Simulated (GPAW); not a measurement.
## How the form of the self-energy moves the gap of LiH (Fm-3m)

Aim: compare treatments of exchange, screening and correlation for the gap of LiH (Fm-3m).

Main program and level: GPAW 26.7.0; PBE and many-body steps on it, plane waves.

The database entry behind the starting cell differs from later determinations by our own check (the deuteride, about 0.2 % short), so it need not match the best structure at ambient conditions.

## Step 1: The structure

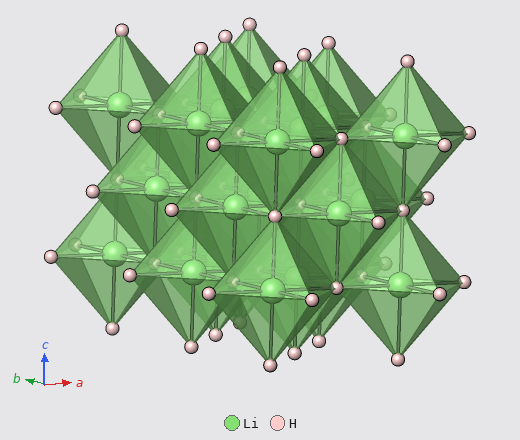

The starting structure, seen slightly off an axis (lithium green, hydrogen pink). 1×2×1 cells are drawn. This picture shows the conventional cell, with its axes. Some periodic images of atoms are drawn too.

Coordinates:

```cif
data_structure
_symmetry_space_group_name_H-M 'Fm-3m'
_symmetry_Int_Tables_number 225
_cell_length_a 4.0735
_cell_length_b 4.0735
_cell_length_c 4.0735
_cell_angle_alpha 90.000
_cell_angle_beta 90.000
_cell_angle_gamma 90.000
_cell_volume 67.59
loop_
_atom_site_label
_atom_site_type_symbol
_atom_site_symmetry_multiplicity
_atom_site_Wyckoff_symbol
_atom_site_fract_x
_atom_site_fract_y
_atom_site_fract_z
_atom_site_occupancy
Li1 Li 4 a 0.00000 0.00000 0.00000 1
H1 H 4 b 0.50000 0.00000 0.00000 1
```

The cell and positions come from the Crystallography Open Database and are kept as given unless a step says otherwise.

## Step 2: Empty states on the mesh, 8×8×8 mesh, 98 bands

This step: GPAW 26.7.0; DFT, PBE, plane waves, PAW.

The sums over transitions need many empty states on a uniform mesh; this step solves for them.

Contents of run.py:

```python
import json
import numpy as np
from gpaw.mpi import world
from gpaw import GPAW

calc = GPAW('gs.gpw').fixed_density(kpts={'size': (8, 8, 8), 'gamma': True},
    parallel={'domain': 1, 'band': 1},
    txt='nscf.txt')
calc.diagonalize_full_hamiltonian(nbands=98)
calc.write('full.gpw', mode='all')
res = {}
kpts = calc.get_ibz_k_points()
res['kpts'] = kpts
res['eigenvalues'] = [calc.get_eigenvalues(kpt=k) for k in range(len(kpts))]
res['n_electrons'] = calc.get_number_of_electrons()

if world.rank == 0:
    with open('result.json', 'w') as f:
        json.dump(res, f, default=lambda x: x.tolist())
```

On the command line:

```sh
mpirun -n 4 gpaw python run.py
```

Numbers of over 12 decimals in the logs are rounded to 6 here.

What it wrote:

```text
Diagonalizing LCAO Hamiltonian
Converting LCAO to pw mode
convergence criteria:
- Maximum integral of absolute [eigenst]ate change: 4e-08 eV^2 / valence electron
maximum number of iterations: 100

SCF iterations
|iter     |     time |      energy | eigst |  dens |
|iter:   1|  |             | +2.45 |       |
|iter:   2|  |             | +0.37 |       |
|iter:   3|  |             | -2.09 |       |
|iter:   4|  |             | -4.71 |       |
|iter:   5|  |             | -7.16 |       |
|iter:   6|  |             | -8.39c|       |
SCF steps: 6
  __  _  _
 | _ |_)|_||  |
 |__||  | ||/\| - 26.7.0

Input parameters:
  mode=PW(ecut=600.0),
  convergence={'density': 1e-06, 'bands': -3},
  gpts=array([18, 18, 18]),
  kpts=MonkhorstPack(size=(8, 8, 8), gamma=True),
  maxiter=100,
  nbands=8,
  occupations=Occupations(name='fermi-dirac', width=0.001, fixmagmom=False),
  parallel={'domain': 1, 'band': 1},
  xc=XC(name='PBE')
Matrix size: 570x570
# Writing to full.gpw (mode='all')
  [... matrices ...]

timing:  # [seconds]
  Total: 3.035  # ━━━━━━━━━━━━━━━━━━━━━━━━━━━━━━━━━━━━━━━━━━━━━━━━━━━━━━━━━━━
```

It took 6.8 s on 4 MPI ranks of Arm Neoverse V1, shared host; peak memory 0.72 GiB.

Numbers from this step:

- gap: 2.999 eV
- k of the valence top: 0.5, 0.5, 0
- k of the conduction bottom: 0.5, 0.5, 0
- least direct gap: 2.999 eV
- k points computed: 29
- lowest point of the top converged band, above the valence top: 169.3394 eV

On this mesh the gap is 2.999 eV.

## Step 3: G0W0, Godby-Needs plasmon pole

Now the one-shot GW correction: screening in the RPA, then the self-energy of the levels asked for.

This step: G0W0 with a vertex from the rALDA kernel on PBE, plane waves, PAW.

Contents of run.py:

```python
import json
import numpy as np
from gpaw.mpi import world
from gpaw.response.g0w0 import G0W0

gw = G0W0('full.gpw',
    filename='gw',
    kpts=[0, 24],
    bands=(0, 3),
    ecut=175,
    nbands=88,
    integrate_gamma='WS',
    ppa=True,
    xc='rALDA',
    fxc_mode=None,
    fxc_modes=['GWP', 'GWS', 'GWG'],
    do_GW_too=True)
gw.calculate()
res = {mode: {k: v for k, v in r.items() if k != 'sigma_eskwn'}
       for mode, r in gw.all_results.items()}

if world.rank == 0:
    with open('result.json', 'w') as f:
        json.dump(res, f, default=lambda x: x.tolist())
```

On the command line:

```sh
mpirun -n 4 gpaw python run.py
```

What it wrote:

```text
Using integrator: PointIntegrator
FrequencyGridDescriptor(from 0.000+0.000j to 0.000+27.211j eV, 2 points)
Nonperiodic BCs:  [False False False]
Using integrator: PointIntegrator
FrequencyGridDescriptor(from 0.000+0.000j to 0.000+27.211j eV, 2 points)
Nonperiodic BCs:  [False False False]
  ___  _ _ _
 |   || | | |
 | | || | | |
 |__ ||_____|
 |___|

BZ k-points: Symmetries present (total): 48

  [... matrices ...]
512 k-points: 8 x 8 x 8 Monkhorst-Pack grid + [1/16,1/16,1/16]
29 k-points in the irreducible part of the Brillouin zone
       k-points in crystal coordinates                weights
   0:     0.00000000    0.00000000    0.00000000          1/512
   1:     0.12500000    0.12500000    0.00000000          6/512
   2:     0.12500000    0.12500000    0.12500000          8/512
   3:     0.25000000    0.12500000    0.12500000         12/512
   4:     0.25000000    0.25000000    0.00000000          6/512
   5:     0.25000000    0.25000000    0.12500000         24/512
   6:     0.25000000    0.25000000    0.25000000          8/512
   7:     0.37500000    0.25000000   -0.37500000         24/512
   8:     0.37500000    0.25000000    0.12500000         24/512
   9:     0.37500000    0.25000000    0.25000000         24/512
          ...
  28:     0.50000000    0.50000000    0.50000000          4/512

Distributing spins, k-points and bands (1 x 2 x 3) over 4 processes
Number of blocks: 1

Quasi particle states:
k-points (IBZ indices): [0, 24]
Band range: (0, 3)
  [... matrices ...]
Computational parameters:
Plane wave cut-off: 175 eV
Number of bands: 88
Coulomb cutoff: None
Broadening: 0.1 eV

fxc modes: GW, GWG, GWP, GWS
Kernel: rALDA
Using Godby-Needs plasmon-pole approximation:
  Fitting energy: i*E0, E0 = 1.000 Hartree
Summing all q:

Calculating screened Coulomb potential
No Coulomb truncation
FrequencyGridDescriptor(from 0.000+0.000j to 0.000+27.211j eV, 2 points)
Removing empty qpoint cache files...

Calculating chi0 body with:
    Ground state adapter containing:
    Number of spins: 1
    Number of kpoints: 512
    Number of irreducible kpoints: 29
    Number of completely occupied states: 1
    Number of partially occupied states: 1
    Occupied states memory: 0.088989 M / cpu

    Linear response parametrization:
    q_c: [0.0, 0.0, 0.0]
    Number of frequency points: 2
    Planewave cutoff: 175.0
    Number of bands: 88
    Number of planewaves: 89
    Broadening (eta): 1e-06
    comm.size: 4
    kncomm.size: 4
    blockcomm.size: 1

    Memory estimate of potentially large arrays:
        chi0_wGG: 0.241730 M / cpu
Integrating chi0 body.

Symmetries of q_c:
    Direct symmetries (Uq -> q): 48
    Indirect symmetries (TUq -> q): 0
In total 48 allowed symmetries.

  [... matrices ...]
29 groups of equivalent kpoints. 94.3359375% reduction.

Integral kind: response function
Integrating chi0 head and wings.

Symmetries of q_c:
    Direct symmetries (Uq -> q): 48
    Indirect symmetries (TUq -> q): 0
In total 48 allowed symmetries.

  [... matrices ...]
29 groups of equivalent kpoints. 94.3359375% reduction.

Integral kind: response function wings
Calculating rALDA kernel at 175.0 eV cutoff
q point 0 complete
q point 1 complete
q point 2 complete
q point 3 complete
q point 4 complete
q point 5 complete
[...]
q point 12 complete
q point 13 complete
q point 14 complete
[... the further q-points ...]

Results:
f:      Occupation numbers
eps:     KS-eigenvalues [eV]
vxc:     KS vxc [eV]
exx:     Exact exchange [eV]
sigma:   Self-energies [eV]
dsigma:  Self-energy derivatives
Z:       Renormalization factors
qp:      QP-energies [eV]

k-point 0 (0): (0.000, 0.000, 0.000)                GWP
band       f     eps     vxc     exx   sigma  dsigma       Z      qp
                                                                  GWP
   0   1.000  -5.649  -9.929 -15.692   3.452  -0.458   0.686  -7.234
   1   0.000  15.084 -11.919  -4.899  -6.791  -0.545   0.647  15.233
   2   0.000  17.137  -8.503  -2.285  -5.683  -0.730   0.578  17.446
                                                                  GWS
   0   1.000  -5.649  -9.929 -15.692   3.820  -0.356   0.737  -7.082
   1   0.000  15.084 -11.919  -4.899  -5.163  -0.428   0.700  16.385
   2   0.000  17.137  -8.503  -2.285  -4.385  -0.361   0.735  18.484
                                                                  GWG
[...]
GW
[...]
k-point 1 (24): (0.500, 0.500, 0.000)                GWP
band       f     eps     vxc     exx   sigma  dsigma       Z      qp
                                                                  GWP
[...]
GWS
[...]
GWG
[...]
GW
   0   1.000  -0.369 -11.348 -14.549   1.368  -0.292   0.774  -1.787
   1   0.000   2.629  -7.632  -3.729  -3.194  -0.228   0.815   3.207
   2   0.000  10.217  -8.083  -2.612  -4.394  -0.282   0.780  11.057
```

The job ended after 3.5 min (4 MPI ranks; peak memory 1.2 GiB).

Numbers from this step:

| Quantity | Value |
| --- | --- |
| gap with the vertex in the polarisability | 4.846 eV |
| gap with the vertex in the self-energy | 5.040 eV |
| gap with the vertex in both | 4.874 eV |
| G0W0 gap on the points computed | 4.994 eV |
| least direct G0W0 gap on the computed points | 4.994 eV |
| Z at the valence top | 0.7739 |
| Z at the conduction bottom | 0.8146 |
| starting gap on the mesh | 2.999 eV |
| k of the valence top | 0.5, 0.5, 0 |
| k of the conduction bottom | 0.5, 0.5, 0 |

The gap on the mesh goes from 3.00 eV to 4.99 eV, a correction of +2.00 eV.

## Step 4: G0W0 with rALDA vertex

Edit run.py of step 3 so:

```diff
@@ -9,4 +9,4 @@
     bands=(0, 3),
-    ecut=175,
-    nbands=88,
+    ecut=105,
+    nbands=41,
     integrate_gamma='WS',
@@ -14,5 +14,3 @@
     xc='rALDA',
-    fxc_mode=None,
-    fxc_modes=['GWP', 'GWS', 'GWG'],
-    do_GW_too=True)
+    fxc_mode='GWG')
 gw.calculate()
```

On the command line:

```sh
mpirun -n 4 gpaw python run.py
```

What it wrote:

```text
Using integrator: PointIntegrator
FrequencyGridDescriptor(from 0.000+0.000j to 0.000+27.211j eV, 2 points)
Nonperiodic BCs:  [False False False]
Using integrator: PointIntegrator
FrequencyGridDescriptor(from 0.000+0.000j to 0.000+27.211j eV, 2 points)
Nonperiodic BCs:  [False False False]
  ___  _ _ _
 |   || | | |
 | | || | | |
 |__ ||_____|
 |___|

BZ k-points: Symmetries present (total): 48

  [... matrices ...]
512 k-points: 8 x 8 x 8 Monkhorst-Pack grid + [1/16,1/16,1/16]
29 k-points in the irreducible part of the Brillouin zone
       k-points in crystal coordinates                weights
   0:     0.00000000    0.00000000    0.00000000          1/512
   1:     0.12500000    0.12500000    0.00000000          6/512
   2:     0.12500000    0.12500000    0.12500000          8/512
[...]
9:     0.37500000    0.25000000    0.25000000         24/512
          ...
  28:     0.50000000    0.50000000    0.50000000          4/512

Distributing spins, k-points and bands (1 x 2 x 3) over 4 processes
Number of blocks: 1

Quasi particle states:
k-points (IBZ indices): [0, 24]
Band range: (0, 3)
  [... matrices ...]
Computational parameters:
Plane wave cut-off: 105 eV
Number of bands: 41
Coulomb cutoff: None
Broadening: 0.1 eV

fxc modes: GWG
Kernel: rALDA
Using Godby-Needs plasmon-pole approximation:
  Fitting energy: i*E0, E0 = 1.000 Hartree
Summing all q:

Calculating screened Coulomb potential
No Coulomb truncation
FrequencyGridDescriptor(from 0.000+0.000j to 0.000+27.211j eV, 2 points)
Removing empty qpoint cache files...

Calculating chi0 body with:
    Ground state adapter containing:
    Number of spins: 1
    Number of kpoints: 512
    Number of irreducible kpoints: 29
    Number of completely occupied states: 1
    Number of partially occupied states: 1
    Occupied states memory: 0.088989 M / cpu

    Linear response parametrization:
    q_c: [0.0, 0.0, 0.0]
    Number of frequency points: 2
    Planewave cutoff: 105.0
    Number of bands: 41
    Number of planewaves: 51
    Broadening (eta): 1e-06
    comm.size: 4
    kncomm.size: 4
    blockcomm.size: 1

    Memory estimate of potentially large arrays:
        chi0_wGG: 0.079376 M / cpu
Integrating chi0 body.

Symmetries of q_c:
    Direct symmetries (Uq -> q): 48
    Indirect symmetries (TUq -> q): 0
In total 48 allowed symmetries.

  [... matrices ...]
29 groups of equivalent kpoints. 94.3359375% reduction.

Integral kind: response function
Integrating chi0 head and wings.

Symmetries of q_c:
    Direct symmetries (Uq -> q): 48
    Indirect symmetries (TUq -> q): 0
In total 48 allowed symmetries.

  [... matrices ...]
29 groups of equivalent kpoints. 94.3359375% reduction.

Integral kind: response function wings
Calculating rALDA kernel at 105.0 eV cutoff
q point 0 complete
q point 1 complete
q point 2 complete
[...]
q point 13 complete
q point 14 complete
[... the further q-points ...]

Results:
f:      Occupation numbers
eps:     KS-eigenvalues [eV]
vxc:     KS vxc [eV]
exx:     Exact exchange [eV]
sigma:   Self-energies [eV]
dsigma:  Self-energy derivatives
Z:       Renormalization factors
qp:      QP-energies [eV]

k-point 0 (0): (0.000, 0.000, 0.000)                GWG
band       f     eps     vxc     exx   sigma  dsigma       Z      qp
                                                                  GWG
   0   1.000  -5.649  -9.929 -15.692   4.033  -0.391   0.719  -6.893
   1   0.000  15.084 -11.919  -4.899  -5.447  -0.468   0.681  16.157
   2   0.000  17.137  -8.503  -2.285  -4.746  -0.379   0.725  18.205

k-point 1 (24): (0.500, 0.500, 0.000)                GWG
band       f     eps     vxc     exx   sigma  dsigma       Z      qp
                                                                  GWG
   0   1.000  -0.369 -11.348 -14.549   2.114  -0.277   0.783  -1.220
   1   0.000   2.629  -7.632  -3.729  -2.711  -0.213   0.824   3.612
   2   0.000  10.217  -8.083  -2.612  -3.881  -0.263   0.792  11.476
```

Elapsed: 61 s, on 4 MPI ranks; peak memory 0.91 GiB.

This step gave:

| Property | Result |
| --- | --- |
| quasiparticle gap on the points computed | 4.832 eV |
| least direct quasiparticle gap on the computed points | 4.832 eV |
| Z at the valence top | 0.7831 |
| Z at the conduction bottom | 0.8241 |
| starting gap on the mesh | 2.999 eV |
| k of the valence top | 0.5, 0.5, 0 |
| k of the conduction bottom | 0.5, 0.5, 0 |

Against G0W0 in GPAW (8×8×8 mesh, 88 bands, screening to 175 eV, Godby-Needs plasmon pole), the gap moves by −0.162 eV.

## Step 5: The runs together

Times are wall times on 4 MPI ranks of Arm Neoverse V1, shared host, good to a factor of about two.

```
                           run   mesh  bands  screening cutoff (eV)  DFT gap (eV)  gap on the mesh (eV)  direct (eV)     time
G0W0, Godby-Needs plasmon pole  8×8×8     88                    175         2.999                 4.994        4.994  3.5 min
        G0W0 with rALDA vertex  8×8×8     41                    105         2.999                 4.832        4.832     61 s
```

## Step 6: Results

* G0W0, Godby-Needs plasmon pole: 4.994 eV
* G0W0 with rALDA vertex: 4.832 eV
* known limits: not at the basis limit

**Reading.** G0W0 with rALDA vertex: −0.162 eV against G0W0, Godby-Needs plasmon pole, at other bands or cutoff, so not like for like. With the rALDA kernel as a vertex the gap is 4.85 eV (in the polarisability), 5.04 eV (in the self-energy) and 4.87 eV (in both), against 4.99 eV without. Bands and cutoff are finite, so the gap is not at the basis limit. The miss can reach some tenths of an eV and take either sign; the mesh is an error of its own. These stock PAW sets were not made for GW. In the G0W0 runs levels were corrected at 2 k points alone, so a gap called «on the mesh» is the least over those, and an edge elsewhere would be missed.

[Paths, hosts, dates, memory and timing lines, banners, echoed tables and standing remarks are left out of the program output.]

[Logs are printed without paths, hosts, clocks, repeated set-up lines and the standing remarks that a program may print on its own settings, such as how far it seeks lower states.]

[Runs of the session that timed out or met a known fault of the program may be left out.]

[Hosts, paths, dates, database ids (printed as entryN), source tags and the programs' standing remarks are cut or masked in the printed files.]
